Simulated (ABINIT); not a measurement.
**Excitons of Cs2AgSbBr6 (Fm-3m): kernels and approximations**

Aim: the absorption spectrum of Cs2AgSbBr6 (Fm-3m) with electron-hole interaction, and what each part of the kernel does.

Main program and level: ABINIT 10.8.3; PBEsol and many-body steps on it, plane waves.

## 1. The starting structure

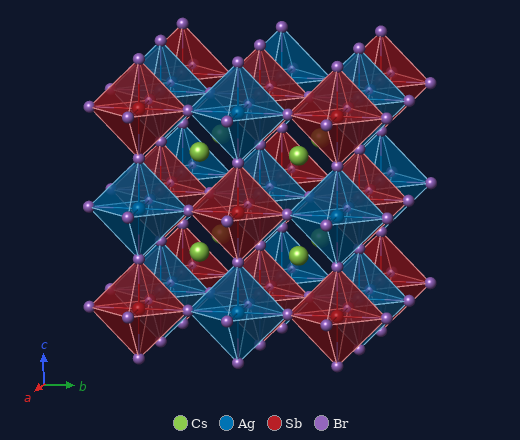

Start, viewed slightly off an axis; caesium green, silver blue, antimony red, bromine purple. This picture shows the conventional cell, with its axes. Some periodic images of atoms are drawn too.

The cell and positions are those that the Materials Project relaxed with its own functionals (PBE, PBE+U or r2SCAN), kept fixed. Spin-orbit coupling is left out unless a step names it.

## 2. Empty states on the mesh, 2×2×2 mesh, 250 bands

This step: ABINIT 10.8.3; DFT, PBEsol, plane waves, norm-conserving pseudopotentials.

The sums over transitions need many empty states on a uniform mesh; this step solves for them.

File run.abi:

```
acell 3*1.0 Angstrom
rprim 
  0.000000000000 5.689253000000 5.689253000000
  5.689253000000 0.000000000000 5.689253000000
  5.689253000000 5.689253000000 0.000000000000
ntypat 4
znucl 55 47 51 35
natom 10
typat 1 1 2 3 4 4 4 4 4 4
xred 
  0.750000000000 0.750000000000 0.750000000000
  0.250000000000 0.250000000000 0.250000000000
  0.500000000000 0.500000000000 0.500000000000
  0.000000000000 0.000000000000 0.000000000000
  0.751554000000 0.248446000000 0.248446000000
  0.248446000000 0.248446000000 0.751554000000
  0.248446000000 0.751554000000 0.751554000000
  0.248446000000 0.751554000000 0.248446000000
  0.751554000000 0.248446000000 0.751554000000
  0.751554000000 0.751554000000 0.248446000000
pp_dirpath "pseudos"
pseudos "Cs.upf, Ag.upf, Sb.upf, Br.upf"
ecut 40
ngkpt 2 2 2
nshiftk 1
shiftk 0 0 0
kptopt 1
chksymbreak 0
iscf -2
irdden 1
istwfk *1
nband 250
nbdbuf 22
tolwfr 1e-09
nstep 60
prtvol 0
indata_prefix "in"
outdata_prefix "out"
tmpdata_prefix "tmp"
```

Started as:

```console
$ OMP_NUM_THREADS=1 mpirun -n 3 abinit run.abi > log
```

Numbers of over 12 decimals in the logs are rounded to 6 here.

Output:

```text
.Version 10.8.3 of ABINIT. v10.8.2 released Aug 2026.

 Symmetries : space group Fm -3 m (#225); Bravais cF (face-center cubic)
[... echo of the input left out ...]
== DATASET  1 ==================================================================
-   mpi_nproc: 3, omp_nthreads: 1 (-1 if OMP is not activated)

--- !DatasetInfo
iteration_state: {dtset: 1, }
dimensions: {natom: 10, nkpt: 3, mband: 250, nsppol: 1, nspinor: 1, nspden: 1, mpw: 30155, }
cutoff_energies: {ecut:  40.0, pawecutdg:  -1.0, }
[...]
1.11108    1.11673    1.11673    1.11673    1.14479    1.14479    1.14480    1.15128
   1.15129    1.15142    1.15483    1.15485    1.15492    1.15721    1.15729    1.17767
   1.18023    1.18255
 prteigrs : prtvol=0 or 1, do not print more k-points.

== END DATASET(S) ==============================================================
================================================================================

 -outvars: echo values of variables after computation  --------
            nband         250
             nkpt           3
          spgroup         225
 [... the other variables as echoed above ...]

 Calculation completed.
```

Run time: 8.8 min. Hardware: 3 MPI ranks of Arm Neoverse V2, shared host; peak memory 0.92 GiB.

Numbers from this step:

| Quantity | Value |
| --- | --- |
| gap | 0.8123 eV |
| k of the valence top | 0.5, 0.5, 0 |
| k of the conduction bottom | 0.5, 0, 0 |
| least direct gap | 1.981 eV |
| k points computed | 3 |
| lowest point of the top converged band, above the valence top | 27.47 eV |

On this mesh the gap is 0.812 eV.

The density comes from a self-consistent run that is not shown.

## 3. Screening, 2×2×2 mesh, 228 bands, screening to 81.6 eV

The RPA dielectric matrix is built and inverted for each q.

This step: RPA screening on PBEsol, plane waves, norm-conserving pseudopotentials.

run.abi: that of step 2 with these lines changed.

```diff
@@ -28,10 +28,11 @@
 chksymbreak 0
-iscf -2
-irdden 1
 istwfk *1
-nband 250
-nbdbuf 22
-tolwfr 1e-09
-nstep 60
-prtvol 0
+occopt 1
+irdwfk 1
+optdriver 3
+nband 228
+ecuteps 3
+inclvkb 2
+awtr 1
+symchi 1
 indata_prefix "in"
```

Started as:

```console
$ OMP_NUM_THREADS=1 mpirun -n 4 abinit run.abi > log
```

Output:

```text
.Version 10.8.3 of ABINIT. v10.8.2 released Aug 2026.

 Symmetries : space group Fm -3 m (#225); Bravais cF (face-center cubic)
[... echo of the input left out ...]
== DATASET  1 ==================================================================
-   mpi_nproc: 4, omp_nthreads: 1 (-1 if OMP is not activated)

--- !DatasetInfo
iteration_state: {dtset: 1, }
dimensions: {natom: 10, nkpt: 3, mband: 228, nsppol: 1, nspinor: 1, nspden: 1, mpw: 30155, }
cutoff_energies: {ecut:  40.0, pawecutdg:  -1.0, }
[...]
--------------------------------------------------------------------------------
[... chi0 elements left out ...]
 For q-point:  0.000010 0.000020 0.000030
  dielectric constant =   6.6128
  dielectric constant without local fields =   7.7956

  Average fulfillment of the sum rule on Im[epsilon] for q-point    1 :     34.61  [%]
[... wings left out ...]
  q-point number  2        q = ( 0.500000, 0.000000, 0.000000) [r.l.u.]
--------------------------------------------------------------------------------
[... chi0 elements left out ...]
  Average fulfillment of the sum rule on Im[epsilon] for q-point    2 :     38.20  [%]

 [... 1 further q-points ...]
```

It took 8.1 min on 4 MPI ranks; peak memory 8.4 GiB.

This step gave:

```yaml
eps_infinity_with_local_fields_on_this_mesh_along_the_program_s_q_direction: 6.613
the_same_without_local_fields: 7.796
plasma_frequency: 24.63 eV
plane_waves_in_the_screening_matrix: 609
```

Local fields lower ε∞ by 15 %. On a Γ-centred mesh this coarse the value itself is usually too large, while a short band sum pulls it down.

## 4. Self-energy, 2×2×2 mesh, 228 bands, screening to 81.6 eV

The self-energy is evaluated for the states that the input lists, and the levels follow from it, in one-shot runs by the linearised quasiparticle equation.

This step: G0W0 on PBEsol, plane waves, norm-conserving pseudopotentials.

run.abi: that of step 3 with these lines changed.

```diff
@@ -31,8 +31,19 @@
 irdwfk 1
-optdriver 3
+optdriver 4
 nband 228
+gwcalctyp 0
+ecutsigx 40
+symsigma 1
+nkptgw 3
+kptgw 
+  0.5000000000 0.5000000000 0.0000000000
+  0.5000000000 0.0000000000 0.0000000000
+  0.0000000000 0.0000000000 0.0000000000
+bdgw 
+  80 83
+  79 84
+  80 84
 ecuteps 3
-inclvkb 2
-awtr 1
-symchi 1
+irdscr 1
+ppmodel 1
 indata_prefix "in"
```

Output:

```text
.Version 10.8.3 of ABINIT. v10.8.2 released Aug 2026.

 Symmetries : space group Fm -3 m (#225); Bravais cF (face-center cubic)
[... echo of the input left out ...]
== DATASET  1 ==================================================================
-   mpi_nproc: 4, omp_nthreads: 1 (-1 if OMP is not activated)

--- !DatasetInfo
iteration_state: {dtset: 1, }
dimensions: {natom: 10, nkpt: 3, mband: 228, nsppol: 1, nspinor: 1, nspden: 1, mpw: 30155, }
cutoff_energies: {ecut:  40.0, pawecutdg:  -1.0, }
[...]
Minimum direct gap =   3.6355 [eV], located at k-point      :   0.5000  0.0000  0.0000
   Fundamental gap    =   2.3924 [eV], Top of valence bands at :   0.5000  0.5000  0.0000
                                       Bottom of conduction at :   0.5000  0.0000  0.0000

== END DATASET(S) ==============================================================
================================================================================

 -outvars: echo values of variables after computation  --------
           etotal      0.0000000000E+00
            nband         228
             nkpt           3
          spgroup         225
 [... the other variables as echoed above ...]

 Calculation completed.
```

Run time: 73 s. Hardware: 4 MPI ranks; peak memory 5.8 GiB.

Numbers from this step:

* G0W0 gap on the points computed: 2.393 eV
* starting gap on the mesh: 0.8123 eV
* k of the valence top: 0.5, 0.5, 0
* k of the conduction bottom: 0.5, 0, 0
* least direct G0W0 gap on the computed points: 3.636 eV

The gap on the mesh goes from 0.81 eV to 2.39 eV, a correction of +1.58 eV.

The gap opens by 1.581 eV; the next steps shift the empty bands rigidly by 1.581 eV. The least direct G0W0 gap is 3.636 eV, so this shift leaves the direct transitions −0.07 eV off.

## 5. Excitons

Light makes an electron and a hole together. The Bethe-Salpeter equation adds their screened attraction and their exchange, in a window of bands around the gap.

This step: Bethe-Salpeter equation on PBEsol with a scissors shift, plane waves, norm-conserving pseudopotentials.

run.abi: that of step 4 with these lines changed.

```diff
@@ -31,19 +31,17 @@
 irdwfk 1
-optdriver 4
-nband 228
-gwcalctyp 0
-ecutsigx 40
-symsigma 1
-nkptgw 3
-kptgw 
-  0.5000000000 0.5000000000 0.0000000000
-  0.5000000000 0.0000000000 0.0000000000
-  0.0000000000 0.0000000000 0.0000000000
-bdgw 
-  80 83
-  79 84
-  80 84
+optdriver 99
+bs_calctype 1
+mbpt_sciss 1.581 eV
+bs_loband 60
+nband 95
+bs_exchange_term 1
+bs_coulomb_term 11
+bs_coupling 0
+bs_algorithm 1
+bs_freq_mesh 0 10 0.1 eV
+zcut 0.15 eV
 ecuteps 3
+ecutwfn 20
+inclvkb 2
 irdscr 1
-ppmodel 1
 indata_prefix "in"
```

Output:

```text
.Version 10.8.3 of ABINIT. v10.8.2 released Aug 2026.

 Symmetries : space group Fm -3 m (#225); Bravais cF (face-center cubic)
[... echo of the input left out ...]
== DATASET  1 ==================================================================
-   mpi_nproc: 4, omp_nthreads: 1 (-1 if OMP is not activated)

--- !DatasetInfo
iteration_state: {dtset: 1, }
dimensions: {natom: 10, nkpt: 3, mband: 95, nsppol: 1, nspinor: 1, nspden: 1, mpw: 10777, }
cutoff_energies: {ecut:  20.0, pawecutdg:  -1.0, }
electrons: {nelect:   1.62000000E+02, charge:   0.00000000E+00, occopt:   1.00000000E+00, tsmear:   1.00000000E-02, }

 Exciton: Calculation of dielectric properties by solving the Bethe-Salpeter equation
 in frequency domain and reciprocal space on a transitions basis set.
 Based on a program developed by L. Reining, V. Olevano, F. Sottile,
 S. Albrecht, and G. Onida. Incorporated in ABINIT by M. Giantomassi.

.Using double precision arithmetic ; gwpc =  8

[... cell and pseudopotentials left out ...]
--------------------------------------------------------------------------------

 ==== K-mesh for the wavefunctions ====
 Number of points in the irreducible wedge :     3
[... list of points left out ...]
 Together with 48 symmetry operations and time-reversal symmetry
 yields     8 points in the full Brillouin Zone.

 ==== Q-mesh for the screening function ====
 Number of points in the irreducible wedge :     3
[... list of points left out ...]
 Together with 48 symmetry operations and time-reversal symmetry
 yields     8 points in the full Brillouin Zone.

 vcoul_init : cutoff-mode = AUXILIARY_FUNCTION
 q-points for optical limit:   1
     1)      0.000010    0.000020    0.000030
 setmesh: FFT mesh size selected  =    45x   45x   45
          total number of points  =        91125

 ==== Fundamental parameters for the solution of the Bethe-Salpeter equation: ====
 Algorithm: Direct diagonalization.
 Dimension of the v, W matrices,  npweps  = 609
 Cutoff for the wavefunctions,    npwwfn  = 10777
 Number of k-points in the IBZ,   nkibz   = 3
 Highest empty band included,     nband   = 95
 === Spin UP ===
 Number of resonant transitions          2464
 Lowest occupied state                   60
 Highest occupied state                  81
 Lowest unoccupied state                 82
 Highest unoccupied state                95
 Minimum frequency [eV]           Emin    =   0.00
 Maximum frequency [eV]           Emax    =  10.00
 Frequency step [eV]              dE      =   0.10
 Lorentzian broadening [eV]       eta     =   0.15
 RPA L0 with KS energies and KS wavefunctions
 Scissors operator energy [eV] =          1.58
 Local fields effects (v term) included
 Excitonic effects (W term) included
 Full W_GG' included
 W is read from an external SCR file
 Resonant-only calculation (Hermitian case)

 Calculating epsilon_Macro(q-->0,w), along the following directions:
 q = (  1.975803  0.000000  0.000000) [r.l.u.]
 q = (  0.000000  1.975803  0.000000) [r.l.u.]
 q = (  0.000000  0.000000  1.975803) [r.l.u.]
 q = (  0.000000  1.711095  1.711095) [r.l.u.]
 q = (  1.711095  0.000000  1.711095) [r.l.u.]
 q = (  1.711095  1.711095  0.000000) [r.l.u.]
 Number of electrons calculated from density =  161.3302; Expected =  162.0000
 average of density, n =  0.064912
 r_s =    1.5436
 omega_plasma =   24.5763 [eV]

. Writing resonant excitonic Hamiltonian on file out_BSR; file size=   0.05 [Gb].
 Direct diagonalization of the resonant excitonic Hamiltonian, Matrix size= 2464
. Using LAPACK sequential version.
 Excitonic eigenvalues in eV up to n=   32
   3.18241   3.18326   3.18355   3.25959   3.26049   3.27438   3.30462   3.30546
   3.30626   3.42577   3.42828   3.42889   3.46187   3.46535   3.46676   3.48031
   3.48242   3.48494   3.51402   3.51428   3.53298   3.53914   3.55839   3.57282
   3.57840   3.57960   3.58037   3.59416   3.59783   3.60195   3.60236   3.64961

 First excitonic eigenvalue=    3.18 [eV]
 Last  excitonic eigenvalue=   12.85 [eV]

 GW  direct gap       3.56  0.00 [eV]
 EXC direct gap       3.18  0.00 [eV]
 EXC binding energy   0.38  0.00 [eV]

 Excitonic eigenvalues up to the GW energy gap [eV]
  1 (  3.18  0.00)
  2 (  3.18  0.00)
  3 (  3.18  0.00)
  4 (  3.26  0.00)
  5 (  3.26  0.00)
  6 (  3.27  0.00)
[...]
21 (  3.53  0.00)
 22 (  3.54  0.00)
 23 (  3.56  0.00)

 Macroscopic dielectric function:
 omega [eV] <KS_RPA_nlf>  <GW_RPA_nlf>  <BSE>
   0.0000   6.8113   0.0000   4.8058   0.0000   5.1681   0.0000
   0.1000   6.8190   0.0236   4.8076   0.0055   5.1706   0.0076
   0.2000   6.8424   0.0477   4.8131   0.0110   5.1782   0.0152
   0.3000   6.8818   0.0728   4.8223   0.0166   5.1908   0.0230
   0.4000   6.9381   0.0996   4.8352   0.0224   5.2087   0.0310
   0.5000   7.0127   0.1286   4.8520   0.0282   5.2319   0.0393
   0.6000   7.1071   0.1609   4.8727   0.0343   5.2608   0.0479
   0.7000   7.2238   0.1975   4.8976   0.0407   5.2955   0.0571
   0.8000   7.3658   0.2399   4.9267   0.0473   5.3364   0.0667
   0.9000   7.5374   0.2902   4.9604   0.0544   5.3840   0.0771

 Writing KS-RPA macroscopic dielectric function without local fields to file: out_RPA_NLF_MDF
 Writing GW-RPA macroscopic dielectric function without local fields to file: out_GW_NLF_MDF
 Writing EXC Macroscopic dielectric function to file: out_EXC_MDF

== END DATASET(S) ==============================================================
================================================================================

 -outvars: echo values of variables after computation  --------
           etotal      0.0000000000E+00
            nband          95
             nkpt           3
          spgroup         225
 [... the other variables as echoed above ...]

 Calculation completed.
```

It took 15 min on 4 MPI ranks; peak memory 2.2 GiB.

This step gave:

| Property | Result |
| --- | --- |
| direct gap of the transition levels | 3.562 eV |
| transitions in the window | 2464 |
| first strong exciton (over a fiftieth of the strongest listed) | 3.182 eV |
| lowest state | 3.182 eV |
| binding of the lowest state below the direct gap | 0.3796 eV |
| Coulomb term of one mesh cell | 0.4314 eV |

The binding is 0.88 times the screened Coulomb term of one mesh cell (0.43 eV), so it is not shown settled.

The lowest state lies at 3.182 eV, 0.380 eV under the direct gap.

Lines within 3 meV are set at the lowest of them, and the highest group, which the list may cut short, is left out; lines within 3 meV are set at the lowest of them, and the highest group, which the list may cut short, is left out. Lines of the exciton spectrum (strongest = 100):

```
position (eV)  lines merged  oscillator strength, relative
        3.182             3                            100
        3.260             2                            0.3
        3.274             1                            0.0
        3.305             3                            0.0
        3.426             3                            0.0
        3.462             1                            0.1
```

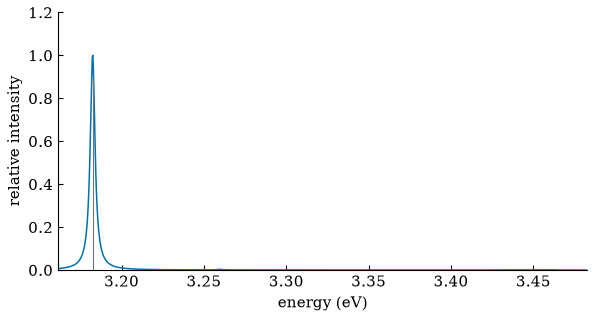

The exciton spectrum, broadened with Lorentzians of width 0.0035 eV; bars mark the lines.

The ε₂ has structure finer than the step of the table below, so its rows give means over 1 eV, whole bins alone (the curve runs from 0 to 10 eV). Peaks (eV: height): BSE 3.2: 11.0, 3.9: 14.8, 7.9: 4.14; no electron-hole interaction 3.6: 8.81, 4.2: 11.5, 4.8: 9.65, 8.4: 3.94; Kohn-Sham, no shift 2.0: 8.92, 2.6: 11.2, 3.3: 9.83, 6.8: 3.94.

Mean over the three Cartesian directions of q; broadening 0.15 eV; transition window only. Limits: finite bands, cutoff and mesh; d shell near the gap, gap tends to lie low; no spin-orbit coupling; coarse k mesh; exciton not shown settled in the k mesh. ε₂ against photon energy; means over each step:

```csv
photon energy (eV),BSE,no electron-hole interaction,"Kohn-Sham, no shift"
1,0.0929,0.0641,0.431
2,0.364,0.204,6.56
3,5.27,1.70,9.18
4,9.62,9.74,3.09
5,3.23,6.90,1.30
6,1.64,1.55,2.16
7,2.24,1.33,3.32
8,3.45,2.96,2.55
9,2.05,3.02,0.749
```

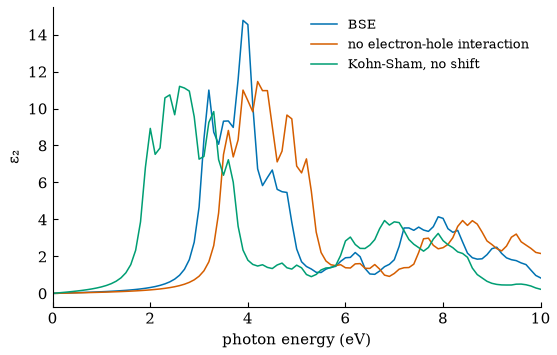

ε₂ against photon energy.

## 6. Triplet (no exchange term)

run.abi: that of step 5 with these lines changed.

```diff
@@ -34,5 +34,5 @@
 mbpt_sciss 1.581 eV
-bs_loband 60
-nband 95
-bs_exchange_term 1
+bs_loband 65
+nband 85
+bs_exchange_term 0
 bs_coulomb_term 11
@@ -40,3 +40,3 @@
 bs_algorithm 1
-bs_freq_mesh 0 10 0.1 eV
+bs_freq_mesh 0 8 0.05 eV
 zcut 0.15 eV
```

Output:

```text
.Version 10.8.3 of ABINIT. v10.8.2 released Aug 2026.

 Symmetries : space group Fm -3 m (#225); Bravais cF (face-center cubic)
[... echo of the input left out ...]
== DATASET  1 ==================================================================
-   mpi_nproc: 4, omp_nthreads: 1 (-1 if OMP is not activated)

--- !DatasetInfo
iteration_state: {dtset: 1, }
dimensions: {natom: 10, nkpt: 3, mband: 85, nsppol: 1, nspinor: 1, nspden: 1, mpw: 10777, }
cutoff_energies: {ecut:  20.0, pawecutdg:  -1.0, }
electrons: {nelect:   1.62000000E+02, charge:   0.00000000E+00, occopt:   1.00000000E+00, tsmear:   1.00000000E-02, }

 Exciton: Calculation of dielectric properties by solving the Bethe-Salpeter equation
 in frequency domain and reciprocal space on a transitions basis set.
 Based on a program developed by L. Reining, V. Olevano, F. Sottile,
 S. Albrecht, and G. Onida. Incorporated in ABINIT by M. Giantomassi.

.Using double precision arithmetic ; gwpc =  8

[... cell and pseudopotentials left out ...]
--------------------------------------------------------------------------------

 ==== K-mesh for the wavefunctions ====
 Number of points in the irreducible wedge :     3
[... list of points left out ...]
 Together with 48 symmetry operations and time-reversal symmetry
 yields     8 points in the full Brillouin Zone.

 ==== Q-mesh for the screening function ====
 Number of points in the irreducible wedge :     3
[... list of points left out ...]
 Together with 48 symmetry operations and time-reversal symmetry
 yields     8 points in the full Brillouin Zone.

 vcoul_init : cutoff-mode = AUXILIARY_FUNCTION
 q-points for optical limit:   1
     1)      0.000010    0.000020    0.000030
 setmesh: FFT mesh size selected  =    45x   45x   45
[...]
average of density, n =  0.064912
 r_s =    1.5436
 omega_plasma =   24.5763 [eV]

. Writing resonant excitonic Hamiltonian on file out_BSR; file size=   0.00 [Gb].
 Direct diagonalization of the resonant excitonic Hamiltonian, Matrix size= 544
. Using LAPACK sequential version.
 Excitonic eigenvalues in eV up to n=   32
   3.00120   3.00132   3.00594   3.21100   3.21249   3.27368   3.27509   3.27635
   3.27656   3.41381   3.41633   3.41694   3.41792   3.42016   3.42165   3.42517
   3.42651   3.43023   3.43835   3.43894   3.45467   3.50938   3.50943   3.53236
   3.53962   3.56717   3.57298   3.58477   3.58705   3.59312   3.59347   3.64702

 First excitonic eigenvalue=    3.00 [eV]
 Last  excitonic eigenvalue=    8.80 [eV]

 GW  direct gap       3.56  0.00 [eV]
 EXC direct gap       3.00  0.00 [eV]
 EXC binding energy   0.56  0.00 [eV]

 Excitonic eigenvalues up to the GW energy gap [eV]
  1 (  3.00  0.00)
  2 (  3.00  0.00)
  3 (  3.01  0.00)
[...]
24 (  3.53  0.00)
 25 (  3.54  0.00)

 Macroscopic dielectric function:
 omega [eV] <KS_RPA_nlf>  <GW_RPA_nlf>  <BSE>
   0.0000   6.1087   0.0000   4.2278   0.0000   5.0526   0.0000
   0.0500   6.1106   0.0116   4.2282   0.0026   5.0535   0.0053
   0.1000   6.1163   0.0232   4.2295   0.0053   5.0561   0.0105
[...]
0.4000   6.2334   0.0979   4.2560   0.0215   5.1090   0.0434
   0.4500   6.2677   0.1119   4.2636   0.0243   5.1243   0.0492

 Writing KS-RPA macroscopic dielectric function without local fields to file: out_RPA_NLF_MDF
 Writing GW-RPA macroscopic dielectric function without local fields to file: out_GW_NLF_MDF
 Writing EXC Macroscopic dielectric function to file: out_EXC_MDF

== END DATASET(S) ==============================================================
================================================================================

 -outvars: echo values of variables after computation  --------
           etotal      0.0000000000E+00
            nband          85
             nkpt           3
          spgroup         225
 [... the other variables as echoed above ...]

 Calculation completed.
```

Wall time 75 s (4 MPI ranks); peak memory 2.1 GiB.

The lowest triplet lies at 3.001 eV; without spin-orbit coupling triplets are dark, so no spectrum is read.

(Continued in part 2 of 3.)

[Paths, hosts, dates, memory and timing lines, banners, echoed tables and standing remarks are left out of the program output.]

[Logs are printed without paths, hosts, clocks, repeated set-up lines and the standing remarks that a program may print on its own settings, such as how far it seeks lower states.]

[Runs of the session that timed out or met a known fault of the program may be left out.]

[Hosts, paths, dates, database ids (printed as entryN), source tags and the programs' standing remarks are cut or masked in the printed files.]

[G0W0 gaps are taken among the corrected bands and points alone; a level outside them can change the order at an edge.]

[Where Ansatz stands beside ABINIT at settings called matched, ABINIT's density can come from a denser mesh and the files from another edition; pairs whose starting gaps differed by over 0.03 eV were left out, so agreement reads better than it is.]
